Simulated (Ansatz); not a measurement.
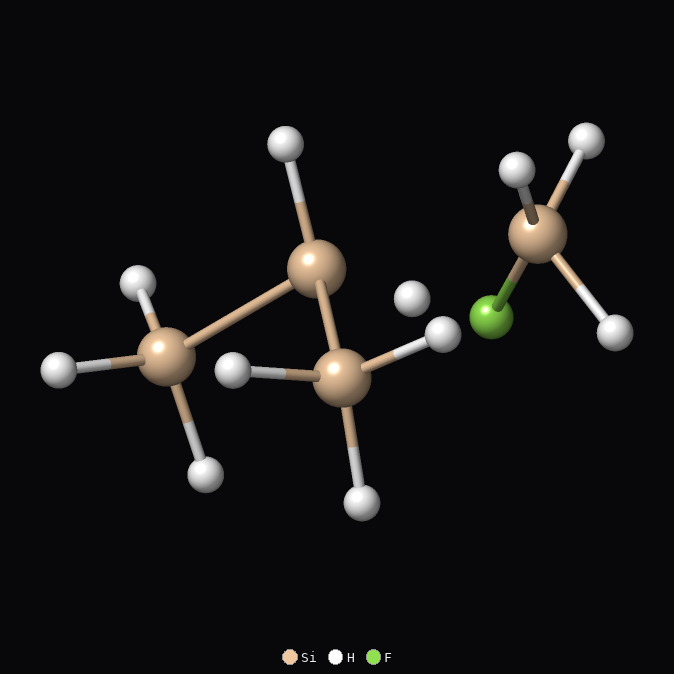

Sticks follow a distance rule. Harmonic vibrations computed with RKS PBE0-D4/def2-TZVP (Ansatz 0.2.0) at a stationary point of the same level.

Minimum or transition state?

A first-order saddle point: one imaginary frequency, 1101i cm⁻¹.

How many vibrational modes are there, and where do they lie?

42 modes: 1101i, 61, 72, 74, 82, 91, 100, 204, 238, 347, 412, 422, 451, 470, 480, 503, 564, 635, 670, 708, 727, 816, 854, 879, 912, 932, 935, 937, 938, 1003, 1045, 1467, 2113, 2210, 2216, 2219, 2227, 2229, 2236, 2238, 2245, 2272 cm⁻¹.
